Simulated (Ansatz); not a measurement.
Run report: BSi$_{2}$H$_{7}$SO, geometry relaxation (part 2 of 2)

Continued. System: BSi$_{2}$H$_{7}$SO, SMILES OB(S)[SiH2][SiH3]. Method: RKS PBE0-D4/6-31G (Ansatz 0.2.0). It belongs to a series of runs on one base structure; here: end point B relaxed.

Geometry of the input (Å):
```
O  -2.3678  0.7788  -0.6478
B  -0.9617  0.8650  -0.6129
S  -0.1042  2.5160  -0.4206
Si 0.1421  -0.7628  -0.7324
Si -0.1688  -1.7226  -2.6699
H  -2.6380  0.9282  -1.6222
H  -0.0604  2.4049  0.9999
H  1.5573  -0.3133  -0.6364
H  -0.1567  -1.6142  0.3273
H  0.6776  -2.9064  -2.8054
H  0.1429  -0.7772  -3.8027
H  -1.6044  -2.1275  -2.7923
```

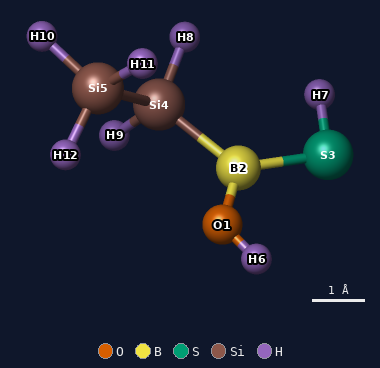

*The geometry at step 10 of the log (ball-and-stick view, seen at a tilt; atoms are numbered from 1 in the order of the input).*

Trajectory as extended XYZ, continued:
```
12
Properties=species:S:1:pos:R:3:forces:R:3 step=5 energy=-29411.33359
O    -2.3149    0.5886   -0.9986    0.4594   1.6146  -0.7350
B    -0.9989    0.8328   -0.6162   -0.4580   0.1087   0.2663
S    -0.4269    2.6594   -0.3739   -0.3372  -0.3896   0.1140
Si    0.2188   -0.7811   -0.6053   -0.1318  -0.2803  -0.0785
Si   -0.1557   -1.7817   -2.7454    0.1217  -0.0545   0.2346
H    -2.8214    1.4069   -1.3025    0.3332  -1.1311   0.6935
H     0.1390    2.5865    0.8906    0.0237  -0.2215  -0.4420
H     1.6703   -0.4113   -0.4682   -0.0067   0.0124   0.0614
H    -0.1229   -1.8167    0.4580    0.0407   0.2194  -0.1673
H     0.7252   -2.9957   -2.9393   -0.0714   0.0906   0.0111
H     0.1404   -0.8129   -3.8597   -0.0092   0.0246   0.0391
H    -1.5950   -2.2061   -2.8549    0.0358   0.0069   0.0028
12
Properties=species:S:1:pos:R:3:forces:R:3 step=6 energy=-29411.46866
O    -2.2743    0.6041   -1.1472    0.0504   1.1368   0.3559
B    -1.0278    0.8273   -0.5736   -0.3239   0.4377  -0.7560
S    -0.5485    2.6672   -0.3385    0.3892  -0.8722   1.1225
Si    0.2024   -0.7746   -0.6020    0.0011  -0.1361   0.0515
Si   -0.1443   -1.7795   -2.7242   -0.0230   0.0529   0.0338
H    -2.8472    1.4176   -1.2304    0.3258  -0.9048  -0.0065
H     0.2863    2.4961    0.7999   -0.4540   0.1704  -0.9553
H     1.6494   -0.3938   -0.4382   -0.0037   0.0208   0.0464
H    -0.1308   -1.8011    0.4547    0.0042   0.0660  -0.0061
H     0.7338   -2.9855   -2.9389    0.0056   0.0326   0.0480
H     0.1387   -0.7985   -3.8324    0.0072   0.0030   0.0480
H    -1.5798   -2.2103   -2.8446    0.0212  -0.0071   0.0177
12
Properties=species:S:1:pos:R:3:forces:R:3 step=7 energy=-29411.62147
O    -2.2892    0.6382   -1.1703   -0.0855   0.2054   0.0632
B    -1.0452    0.8218   -0.6140   -0.0342   0.1817  -0.1295
S    -0.5999    2.5999   -0.2484    0.3194  -0.0606   0.5418
Si    0.1829   -0.7838   -0.5947   -0.0745  -0.0205  -0.0566
Si   -0.1344   -1.7730   -2.7194    0.0165   0.0049   0.0692
H    -2.8973    1.4057   -1.2270    0.1101  -0.2900  -0.0394
H     0.4374    2.4752    0.6710   -0.2904  -0.0736  -0.4731
H     1.6169   -0.3723   -0.3991    0.0319  -0.0026   0.0224
H    -0.1556   -1.7983    0.4694   -0.0248   0.0649   0.0026
H     0.7676   -2.9583   -2.9367    0.0064   0.0031  -0.0019
H     0.1372   -0.7625   -3.8005    0.0121   0.0005  -0.0004
H    -1.5625   -2.2236   -2.8458    0.0131  -0.0132   0.0018
12
Properties=species:S:1:pos:R:3:forces:R:3 step=8 energy=-29411.67754
O    -2.3239    0.6548   -1.1550    0.0369   0.0176   0.0868
B    -1.0725    0.8384   -0.6157   -0.1059   0.2094  -0.0920
S    -0.5927    2.5910   -0.1768    0.1200  -0.1586   0.2419
Si    0.1504   -0.7720   -0.5982    0.0275   0.0496  -0.0077
Si   -0.1126   -1.7719   -2.7197    0.0000   0.0129   0.0346
H    -2.9642    1.3881   -1.2129    0.1005  -0.0704  -0.0108
H     0.5667    2.3905    0.5441   -0.1773  -0.0508  -0.2351
H     1.5748   -0.3271   -0.3658   -0.0169  -0.0695  -0.0027
H    -0.1982   -1.7828    0.4679   -0.0172   0.0784  -0.0113
H     0.8102   -2.9431   -2.9288   -0.0012   0.0117   0.0049
H     0.1535   -0.7539   -3.7961    0.0090  -0.0159   0.0006
H    -1.5337   -2.2432   -2.8586    0.0246  -0.0142  -0.0092
12
Properties=species:S:1:pos:R:3:forces:R:3 step=9 energy=-29411.68250
O    -2.3570    0.6854   -1.1229   -0.2588   0.0807  -0.1112
B    -1.1073    0.9079   -0.6265    0.4420  -0.1349   0.0475
S    -0.6289    2.5798   -0.0131    0.1860   0.1255   0.1366
Si    0.1376   -0.6859   -0.6414   -0.0636  -0.3187  -0.0874
Si   -0.0944   -1.7866   -2.7099   -0.0444   0.0066  -0.0515
H    -3.0146    1.4023   -1.1595   -0.0310  -0.0588   0.0004
H     0.6424    2.2646    0.4084   -0.1399   0.1170  -0.0545
H     1.6137   -0.4375   -0.4185   -0.1536   0.2057   0.0534
H    -0.3116   -1.6254    0.4440    0.0188  -0.0692   0.0911
H     0.8928   -2.9091   -2.8864    0.0318   0.0134   0.0347
H     0.1597   -0.7697   -3.7889   -0.0137  -0.0290  -0.0915
H    -1.4746   -2.3569   -2.9009    0.0266   0.0616   0.0323
12
Properties=species:S:1:pos:R:3:forces:R:3 step=10 energy=-29411.70598
O    -2.3482    0.6824   -1.1244   -0.0246   0.0025  -0.0005
B    -1.0885    0.8841   -0.6227   -0.0555  -0.0586   0.0855
S    -0.6145    2.5653    0.0017   -0.0151  -0.0024  -0.0264
Si    0.1136   -0.7395   -0.6342    0.0295   0.2234  -0.0424
Si   -0.0926   -1.7618   -2.7462    0.0222  -0.1784   0.0853
H    -3.0139    1.3899   -1.1421   -0.0102   0.0564  -0.0165
H     0.6712    2.2934    0.3806    0.0286   0.0071   0.0149
H     1.5433   -0.3403   -0.3655    0.0319  -0.0200  -0.0196
H    -0.2870   -1.6797    0.4757   -0.0200  -0.0455  -0.0879
H     0.8806   -2.9057   -2.8440   -0.0052  -0.0325  -0.0712
H     0.1787   -0.8156   -3.8850    0.0152   0.0514   0.0863
H    -1.4849   -2.3038   -2.9093    0.0032  -0.0034  -0.0077
12
Properties=species:S:1:pos:R:3:forces:R:3 step=11 energy=-29411.71585
O    -2.4238    0.7605   -1.0542    0.0734  -0.1030  -0.0456
B    -1.1349    0.9014   -0.6074   -0.0709   0.0667   0.0140
S    -0.6095    2.5676    0.0331    0.0041  -0.0641  -0.0224
Si    0.0801   -0.7194   -0.6845    0.0084   0.0430   0.0713
Si   -0.0521   -1.8252   -2.7599   -0.0526   0.0603   0.0691
H    -3.0529    1.5017   -1.0453    0.0170   0.0099   0.0240
H     0.6845    2.2781    0.3669    0.0402   0.0039   0.0066
H     1.5119   -0.3142   -0.4217   -0.0191   0.0171  -0.0079
H    -0.2911   -1.6829    0.4192   -0.0152   0.0158  -0.0524
H     0.9321   -2.9587   -2.8218    0.0249  -0.0315  -0.0169
H     0.2484   -0.8666   -3.8786    0.0102   0.0020  -0.0188
H    -1.4350   -2.3734   -2.9614   -0.0205  -0.0201  -0.0211
12
Properties=species:S:1:pos:R:3:forces:R:3 step=12 energy=-29411.71911
O    -2.3911    0.7286   -1.0897    0.0051  -0.0134   0.0351
B    -1.1194    0.8964   -0.6060    0.0043  -0.0016  -0.0373
S    -0.6077    2.5668    0.0244   -0.0271  -0.0056  -0.0038
Si    0.0968   -0.7178   -0.6633   -0.0177   0.0143   0.0179
Si   -0.0724   -1.8069   -2.7442    0.0203   0.0106  -0.0055
H    -3.0382    1.4545   -1.0860    0.0067   0.0180  -0.0093
H     0.6862    2.2891    0.3728    0.0043  -0.0150   0.0022
H     1.5263   -0.3093   -0.3990   -0.0044  -0.0214  -0.0043
H    -0.2957   -1.6895    0.4228    0.0127   0.0122  -0.0040
H     0.9093   -2.9434   -2.8398    0.0053  -0.0115  -0.0014
H     0.2201   -0.8435   -3.8623   -0.0004   0.0077  -0.0050
H    -1.4563   -2.3563   -2.9451   -0.0090   0.0058   0.0154
12
Properties=species:S:1:pos:R:3:forces:R:3 step=13 energy=-29411.71956
O    -2.3908    0.7227   -1.0886   -0.0025   0.0064  -0.0114
B    -1.1174    0.8961   -0.6129   -0.0001  -0.0198   0.0261
S    -0.6099    2.5654    0.0200   -0.0105   0.0119  -0.0075
Si    0.0986   -0.7174   -0.6603    0.0057   0.0045  -0.0108
Si   -0.0713   -1.8020   -2.7430    0.0052  -0.0121   0.0017
H    -3.0354    1.4510   -1.0943    0.0027   0.0038   0.0019
H     0.6818    2.2838    0.3740    0.0058  -0.0036  -0.0012
H     1.5308   -0.3188   -0.3991   -0.0026   0.0016   0.0050
H    -0.2947   -1.6855    0.4277    0.0015   0.0021  -0.0037
H     0.9077   -2.9413   -2.8442   -0.0023  -0.0025  -0.0019
H     0.2172   -0.8377   -3.8617   -0.0022   0.0053   0.0024
H    -1.4587   -2.3473   -2.9332   -0.0009   0.0024  -0.0006
12
Properties=species:S:1:pos:R:3:forces:R:3 step=14 energy=-29411.71967
O    -2.3921    0.7210   -1.0891    0.0013   0.0063   0.0092
B    -1.1192    0.8925   -0.6105    0.0124  -0.0097  -0.0019
S    -0.6121    2.5654    0.0146   -0.0027   0.0004   0.0001
Si    0.1004   -0.7192   -0.6592   -0.0061   0.0054   0.0024
Si   -0.0698   -1.8022   -2.7427    0.0003   0.0002   0.0004
H    -3.0335    1.4523   -1.0923   -0.0038  -0.0036  -0.0066
H     0.6802    2.2865    0.3691    0.0009  -0.0020  -0.0003
H     1.5311   -0.3177   -0.3943   -0.0017   0.0022   0.0000
H    -0.2915   -1.6895    0.4273    0.0004   0.0017  -0.0022
H     0.9038   -2.9456   -2.8468   -0.0014  -0.0003  -0.0006
H     0.2209   -0.8351   -3.8586    0.0007   0.0005   0.0004
H    -1.4603   -2.3396   -2.9330   -0.0002  -0.0010  -0.0009
```

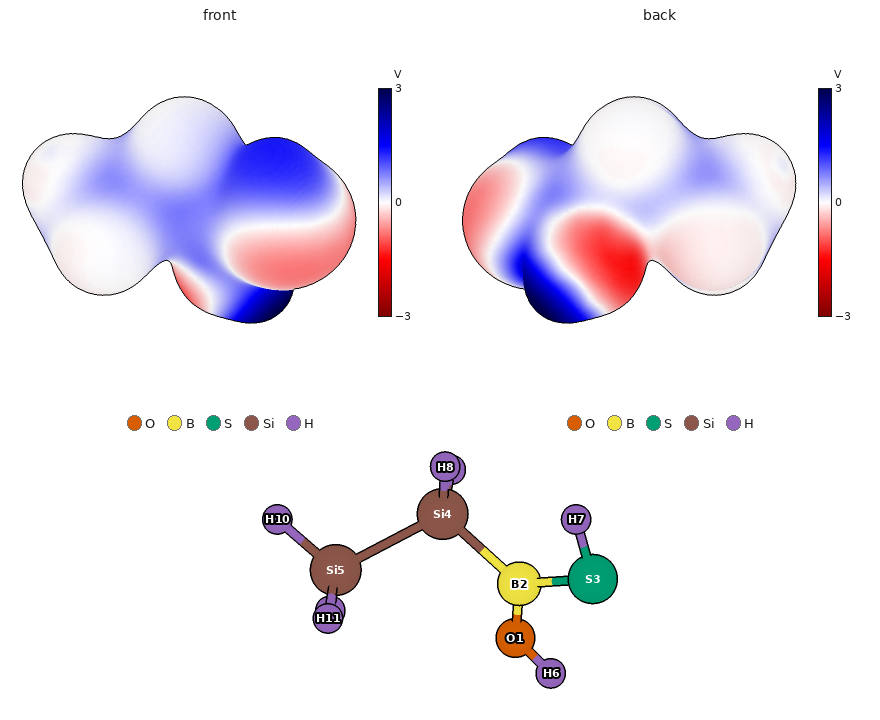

*The electrostatic potential painted on the density surface at 0.002 e/bohr³, seen at a tilt and from behind; red is negative and blue positive. The bare structure is drawn below in the same view.*

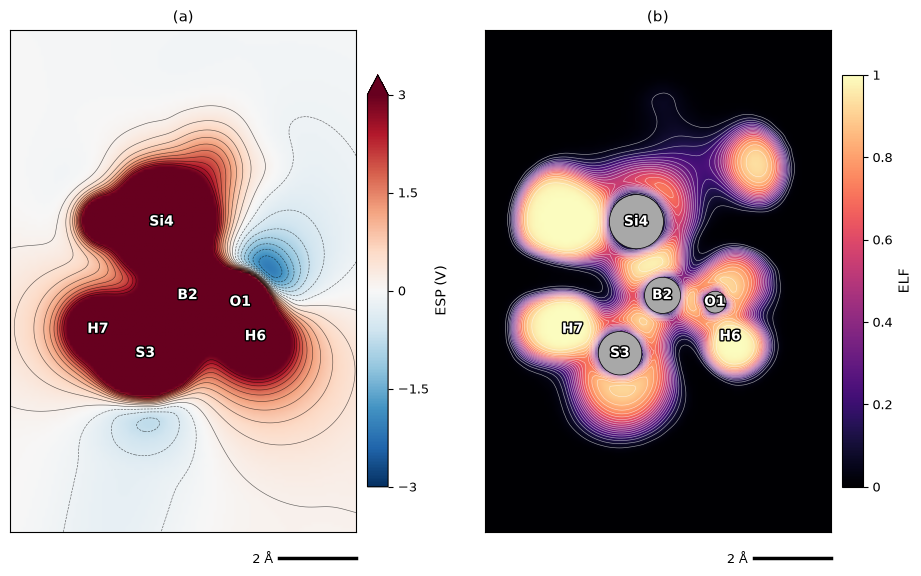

*(a) molecular electrostatic potential; (b) electron localisation function on the plane of atoms O1, B2 and Si4. Grey discs, where drawn, cover atomic cores.*

Atoms in the plane: O, B, S, Si and H. B–S (1.86 Å): the ELF peaks at about 0.90 between the atoms, which marks localised, shared-pair bonding. Si–B (2.02 Å): the ELF peaks at about 1 between the atoms (a shared electron pair). O–H (0.97 Å): the ELF climbs to about 1 towards the hydrogen, as it does in any bond to H (a covalent bond by its length). S–H (1.37 Å): the ELF climbs to about 1 towards the hydrogen.
